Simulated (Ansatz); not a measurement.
# InSiH3Cl3: geometry relaxation

InSiH3Cl3, multiplicity 2, computed with UKS PBE/def2-SVP (Ansatz 0.2.0).

The input holds or restrains some coordinates. It belongs to a series of runs on one base structure; here: pulled along the bonds that form and break, towards end B. Figures and captions count atoms from 1; the log counts them from 0 in places.

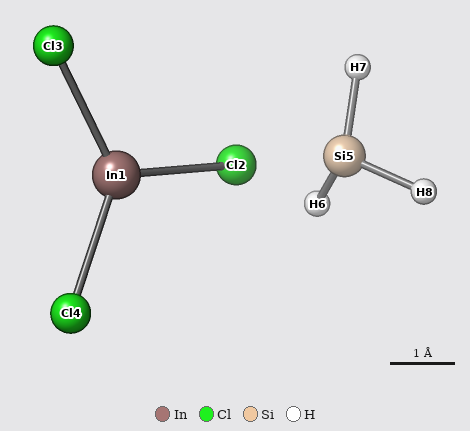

**Figure 1.** The input geometry (ball-and-stick view, seen at a tilt; atoms are numbered from 1 in the order of the input). Sticks mark near contacts.

**Summary**

| quantity | value |
| --- | --- |
| outcome | converged under the restraints of the input |
| total energy | −50637.4872 eV |
| mean-field energy | −50637.4872 eV |
| ⟨S²⟩ | 0.752 |
| largest force (length of the vector) at the end, held atoms and coordinates included | 0.375 eV/Å |
| hardware | 4 threads of Arm Neoverse V1, 24 GiB of memory available, shared host |
| wall time | 13 s (CPU time 48 s) |
| peak memory | 0.21 GiB |

**Input file**
```yaml
crystal:
  periodic: [false, false, false]
  atoms:
    - { symbol: In, position_ang: [0.0, 0.0, 0.0] }
    - { symbol: Cl, position_ang: [0.0, 0.0, 2.69] }
    - { symbol: Cl, position_ang: [2.113, 0.0, -1.22] }
    - { symbol: Cl, position_ang: [-2.113, 0.0, -1.22] }
    - { symbol: Si, position_ang: [0.0, 0.0, 5.12] }
    - { symbol: H, position_ang: [-0.7436, -1.1581, 5.6074] }
    - { symbol: H, position_ang: [1.3747, -0.0649, 5.6074] }
    - { symbol: H, position_ang: [-0.6311, 1.223, 5.6074] }
magnetization:
  spin_polarized: true
  initial_magnetization: 1
basis:
  gaussian: { orbitals: def2-SVP }
hamiltonian:
  xc: pbe
relax:
  f_tol: 0.15
  max_steps: 25
  restrain:
    - { distance: [1, 4], at: 2.13, k: 30.0 }
    - { distance: [0, 1], at: 3.64, k: 30.0 }
output:
  orbitals: {}
```

Command:
```bash
ansatz run input.yaml --threads 4 --pin off --max-ram 5120MiB --backend cpu --events-out ev --progress --plain --runs-dir out
```

**What the program printed**
```
The last accepted step is kept in [file] (removed where the run ends without a failure and the disk answers)
Engine: ansatz 0.2.0, aarch64-unknown-linux-gnu
Functional definition: PBE
  parameter kappa = 0.804
  parameter beta = 0.06672455060314922
  exchange = pbe_x(kappa = kappa, mu = beta*pi^2/3)
  correlation = pbe_c(beta = beta)
1271 factors; their error is unknown
mean field evaluation 1: about -50634.8498 eV, gradient 1.8e1 eV
mean field evaluation 2: about -50626.5632 eV, gradient 4.0e1 eV
mean field evaluation 4: about -50637.0050 eV, gradient 2.2e0 eV
mean field evaluation 8: about -50637.0349 eV, gradient 8.6e-2 eV
mean field evaluation 16: about -50636.9629 eV, gradient 1.3e-4 eV
mean field -50636.96292716 eV, -1860.8740646069 hartree, gradient 2.4e-5 eV, S^2 0.752253; 0 other end points of the search recorded, 0 dependent functions left out
the calculation of the forces begins
reference -50636.96297905 eV, -1860.8740665137 hartree; 45, 44 occupied and 68, 69 virtual orbitals, 1271 factors
relax step   1: F+E_penalty+E_count = -50636.96292716 eV  Δ(F+E_penalty+E_count) = +0.000e0 eV  max|allowed force component| = 1.785e0 eV/Å  E_restraint = 14.88750000 eV  max|allowed force component, restraints' pulls added| = 3.929e1 eV/Å  Δτ_max = 0.0000 Å  (29 SCF iters, accepted)
  distance Cl 1 - Si 4 = 2.4300 Å
  distance In 0 - Cl 1 = 2.6900 Å
these checks for a lower state are left out or cut short: starts, cluster_reference, orbital_swaps, neighbouring_geometries, increment
1271 factors; their error is unknown
mean field -50637.32414706 eV, -1860.8873391933 hartree, gradient 1.8e-5 eV, S^2 0.751571; 0 other end points of the search recorded, 0 dependent functions left out
the calculation of the forces begins
reference -50637.32420028 eV, -1860.8873411491 hartree; 45, 44 occupied and 68, 69 virtual orbitals, 1271 factors
relax step   2: F+E_penalty+E_count = -50637.32414706 eV  Δ(F+E_penalty+E_count) = -3.612e-1 eV  max|allowed force component| = 1.325e0 eV/Å  E_restraint = 5.31038908 eV  max|allowed force component, restraints' pulls added| = 2.156e1 eV/Å  Δτ_max = 0.1949 Å  (34 SCF iters, accepted)
  distance Cl 1 - Si 4 = 2.2157 Å
  distance In 0 - Cl 1 = 3.0512 Å
these checks for a lower state are left out or cut short: starts, cluster_reference, orbital_swaps, neighbouring_geometries, increment
1271 factors; their error is unknown
mean field evaluation 32: about -50637.3427 eV, gradient 2.3e-5 eV
mean field -50637.34265316 eV, -1860.8880192802 hartree, gradient 2.2e-5 eV, S^2 0.751643; 0 other end points of the search recorded, 0 dependent functions left out
the calculation of the forces begins
reference -50637.34270707 eV, -1860.8880212612 hartree; 45, 44 occupied and 68, 69 virtual orbitals, 1271 factors
relax step   3: F+E_penalty+E_count = -50637.34265316 eV  Δ(F+E_penalty+E_count) = -1.851e-2 eV  max|allowed force component| = 1.124e0 eV/Å  E_restraint = 0.65006770 eV  max|allowed force component, restraints' pulls added| = 4.745e0 eV/Å  Δτ_max = 0.2000 Å  (30 SCF iters, accepted)
  distance Cl 1 - Si 4 = 2.0588 Å
  distance In 0 - Cl 1 = 3.4444 Å
these checks for a lower state are left out or cut short: starts, cluster_reference, orbital_swaps, neighbouring_geometries, increment
1271 factors; their error is unknown
mean field -50637.45669016 eV, -1860.8922100625 hartree, gradient 2.6e-5 eV, S^2 0.751780; 0 other end points of the search recorded, 0 dependent functions left out
the calculation of the forces begins
reference -50637.45674505 eV, -1860.8922120796 hartree; 45, 44 occupied and 68, 69 virtual orbitals, 1271 factors
relax step   4: F+E_penalty+E_count = -50637.45669016 eV  Δ(F+E_penalty+E_count) = -1.140e-1 eV  max|allowed force component| = 5.075e-1 eV/Å  E_restraint = 0.00395984 eV  max|allowed force component, restraints' pulls added| = 3.366e-1 eV/Å  Δτ_max = 0.1907 Å  (30 SCF iters, accepted)
  distance Cl 1 - Si 4 = 2.1192 Å
  distance In 0 - Cl 1 = 3.6278 Å
these checks for a lower state are left out or cut short: starts, cluster_reference, orbital_swaps, neighbouring_geometries, increment
1271 factors; their error is unknown
mean field -50637.48714795 eV, -1860.8933293656 hartree, gradient 2.4e-5 eV, S^2 0.751794; 0 other end points of the search recorded, 0 dependent functions left out
the calculation of the forces begins
reference -50637.48720314 eV, -1860.8933313940 hartree; 45, 44 occupied and 68, 69 virtual orbitals, 1271 factors
relax step   5: F+E_penalty+E_count = -50637.48714795 eV  Δ(F+E_penalty+E_count) = -3.046e-2 eV  max|allowed force component| = 3.751e-1 eV/Å  E_restraint = 0.00208874 eV  max|allowed force component, restraints' pulls added| = 1.267e-1 eV/Å  Δτ_max = 0.1338 Å  (30 SCF iters, accepted)
  distance Cl 1 - Si 4 = 2.1189 Å
  distance In 0 - Cl 1 = 3.6360 Å
1271 factors; their error is unknown
mean field evaluation 64: about -50637.4871 eV, gradient 2.6e-4 eV
```

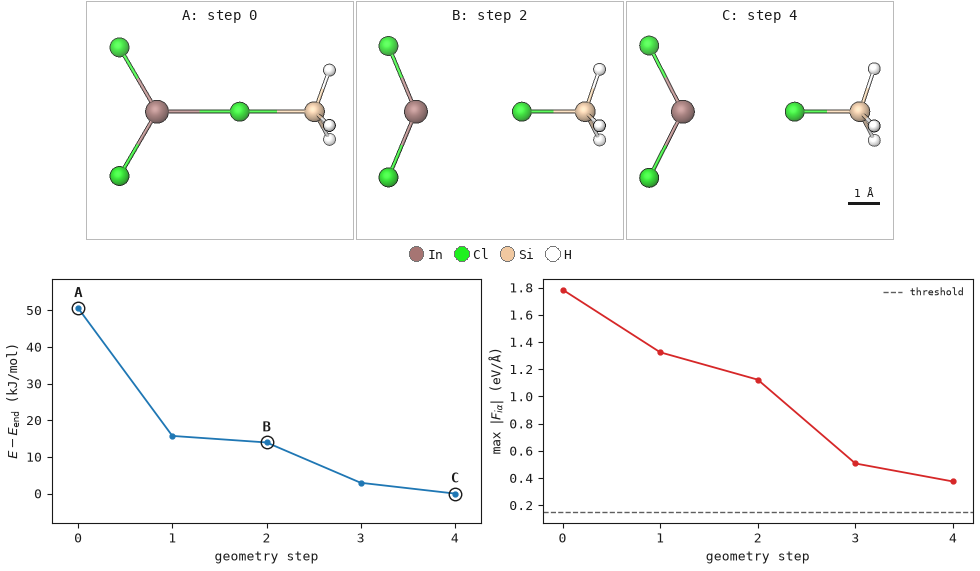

**Figure 2.** Frames of the restrained relaxation (ball-and-stick view, seen at a tilt) above the curves, on which the letters mark them (the first geometry is step 0 here and step 1 in the log).

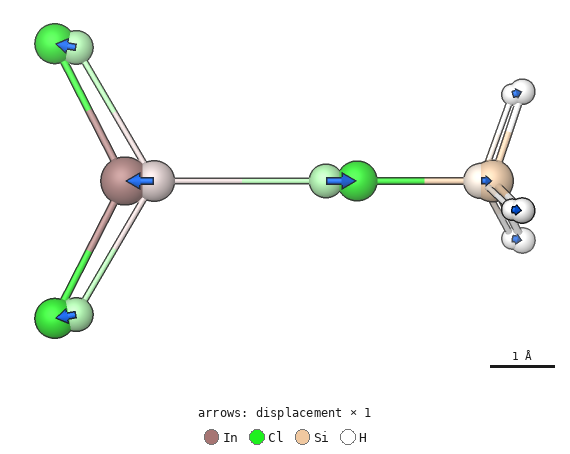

**Figure 3.** Start (faint) and end (solid) with the displacements as blue arrows, at true length (ball-and-stick view, seen at a tilt). The two geometries are laid on each other by the best rigid fit. The energy falls by 50.6 kJ/mol in 4 geometry steps. The largest force component goes from 1.8 to 0.38 eV/Å. The atom that moves furthest after the best rigid fit is Cl2 (0.49 Å). Largest moves by element: Cl 0.49 Å, In 0.46 Å, Si 0.18 Å, H 0.16 Å. Distances before and after: In1–Cl2 2.690 → 3.636 Å, Cl2–Si5 2.430 → 2.119 Å, Si5–H6 1.460 → 1.497 Å, In1–Cl3 2.440 → 2.434 Å. Bonds break: In1–Cl2 (2.69 → 3.64 Å). Among the angles that change: Cl3–In1–Cl4 120.0° → 126.4°. (Atoms are counted from 1 in the order of the input.)

```
mean field -50637.48714795 eV, -1860.8933293656 hartree, gradient 2.4e-5 eV, S^2 0.751794; 1 other end points of the search recorded, 0 dependent functions left out
the calculation of the forces begins
reference -50637.48720314 eV, -1860.8933313940 hartree; 45, 44 occupied and 68, 69 virtual orbitals, 1271 factors
Total energy: -50637.48720314 eV, -1860.8933313940 hartree
Atom 0 at    -0.000069     0.000011    -0.459013 Å, force    -0.000040     0.000006     0.060453 eV/Å
Atom 1 at     0.000253    -0.000026     3.176974 Å, force     0.000141    -0.000017     0.304649 eV/Å
Atom 2 at     2.172593    -0.000011    -1.555599 Å, force    -0.126710    -0.000007    -0.002263 eV/Å
Atom 3 at    -2.172705     0.000018    -1.555651 Å, force     0.126677     0.000010    -0.002245 eV/Å
Atom 4 at     0.000071    -0.000010     5.295877 Å, force    -0.000167     0.000014    -0.375060 eV/Å
Atom 5 at    -0.768626    -1.196976     5.763120 Å, force    -0.011631    -0.018174     0.004778 eV/Å
Atom 6 at     1.420895    -0.067083     5.763389 Å, force     0.021619    -0.001015     0.004914 eV/Å
Atom 7 at    -0.652412     1.264078     5.763102 Å, force    -0.009889     0.019184     0.004773 eV/Å
Dipole moment:     0.000184    -0.000025     0.928408 e Å
```

**Trajectory as extended XYZ (Å, eV, eV/Å), 5 frames, from step=1 to step=5**
```
8
Properties=species:S:1:pos:R:3:forces:R:3 step=1 energy=-50636.96293
In    0.0000    0.0000    0.0000    0.0000   0.0000  -0.5643
Cl    0.0000    0.0000    2.6900   -0.0010   0.0001   1.7854
Cl    2.1130    0.0000   -1.2200   -0.2046   0.0000   0.1329
Cl   -2.1130    0.0000   -1.2200    0.2045   0.0000   0.1330
Si    0.0000    0.0000    5.1200    0.0029  -0.0010  -1.4538
H    -0.7436   -1.1581    5.6074   -0.4253  -0.6613  -0.0116
H     1.3747   -0.0649    5.6074    0.7851  -0.0371  -0.0101
H    -0.6311    1.2230    5.6074   -0.3616   0.6993  -0.0115
8
Properties=species:S:1:pos:R:3:forces:R:3 step=2 energy=-50637.32415
In    0.0000    0.0000   -0.1663   -0.0001   0.0000   0.6127
Cl    0.0000    0.0000    2.8849   -0.0004   0.0001   1.3248
Cl    2.1157    0.0000   -1.2226    0.5590   0.0000  -0.3725
Cl   -2.1157    0.0000   -1.2226   -0.5590   0.0000  -0.3725
Si    0.0000    0.0000    5.1007    0.0012  -0.0006  -1.0886
H    -0.7464   -1.1625    5.6060   -0.3051  -0.4746  -0.0350
H     1.3799   -0.0651    5.6060    0.5637  -0.0267  -0.0341
H    -0.6335    1.2276    5.6060   -0.2594   0.5018  -0.0349
8
Properties=species:S:1:pos:R:3:forces:R:3 step=3 energy=-50637.34265
In    0.0000    0.0000   -0.3594   -0.0001   0.0000   1.1235
Cl    0.0000    0.0000    3.0849    0.0001   0.0000  -0.7112
Cl    2.1587    0.0000   -1.2540    0.9298   0.0000  -0.5717
Cl   -2.1587    0.0000   -1.2540   -0.9299   0.0000  -0.5717
Si    0.0000    0.0000    5.1437    0.0003  -0.0002   0.2723
H    -0.7568   -1.1786    5.6103   -0.2159  -0.3360   0.1528
H     1.3991   -0.0661    5.6103    0.3991  -0.0189   0.1532
H    -0.6423    1.2447    5.6103   -0.1834   0.3550   0.1529
8
Properties=species:S:1:pos:R:3:forces:R:3 step=4 energy=-50637.45669
In    0.0000    0.0000   -0.4895    0.0000   0.0000   0.3667
Cl    0.0001    0.0000    3.1384    0.0001   0.0000   0.2953
Cl    2.2253    0.0000   -1.4326    0.0520   0.0000  -0.1557
Cl   -2.2253    0.0000   -1.4326   -0.0520   0.0000  -0.1557
Si    0.0000    0.0000    5.2576   -0.0001   0.0000  -0.5075
H    -0.7670   -1.1945    5.7169   -0.0562  -0.0874   0.0522
H     1.4180   -0.0670    5.7170    0.1040  -0.0049   0.0524
H    -0.6510    1.2615    5.7169   -0.0478   0.0924   0.0522
8
Properties=species:S:1:pos:R:3:forces:R:3 step=5 energy=-50637.48715
In   -0.0001    0.0000   -0.4590    0.0000   0.0000   0.0605
Cl    0.0003    0.0000    3.1770    0.0001   0.0000   0.3046
Cl    2.1726    0.0000   -1.5556   -0.1267   0.0000  -0.0023
Cl   -2.1727    0.0000   -1.5557    0.1267   0.0000  -0.0022
Si    0.0001    0.0000    5.2959   -0.0002   0.0000  -0.3751
H    -0.7686   -1.1970    5.7631   -0.0116  -0.0182   0.0048
H     1.4209   -0.0671    5.7634    0.0216  -0.0010   0.0049
H    -0.6524    1.2641    5.7631   -0.0099   0.0192   0.0048
```

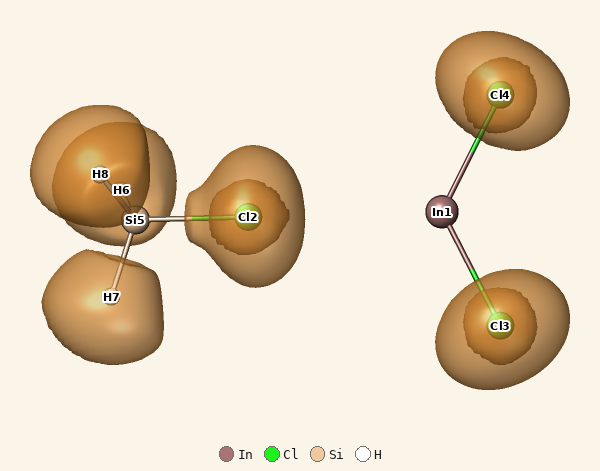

**Figure 4.** Isosurface of the electron localisation function at 0.75 (orange), seen at a tilt. Only the valence region is drawn (cores and ρ < 0.01 e/Å³ removed). Along the contacts the grid gives the following. In1···Cl2 (3.64 Å): the ELF is only about 0.05 between them (a non-bonded, intermolecular contact). Si–Cl (2.12 Å): the ELF peaks at about 0.85 between the atoms (a polar covalent bond).

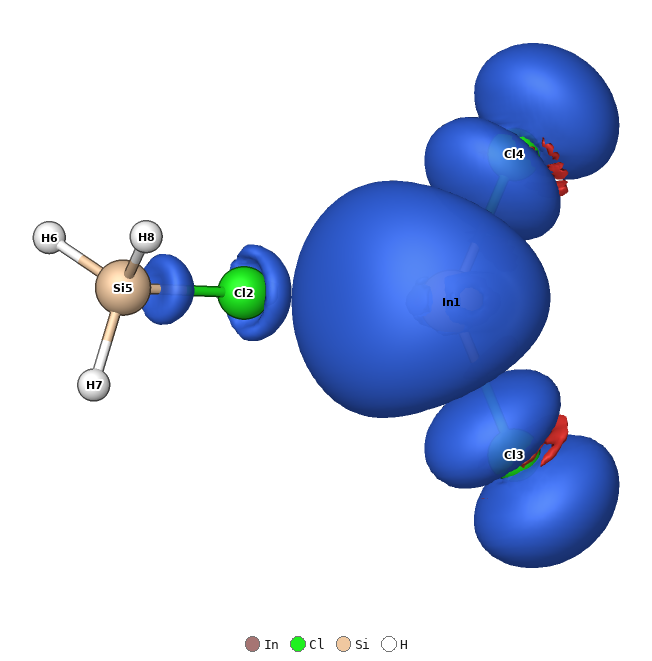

**Figure 5.** Isosurfaces of the spin density at +0.004 (blue) and −0.004 e/Å³ (red), seen at a tilt. The unpaired spin (1 electron) lies mostly on In1 (about 0.5), Cl3 (about 0.2) and Cl4 (about 0.2), in electrons by Hirshfeld's partition.
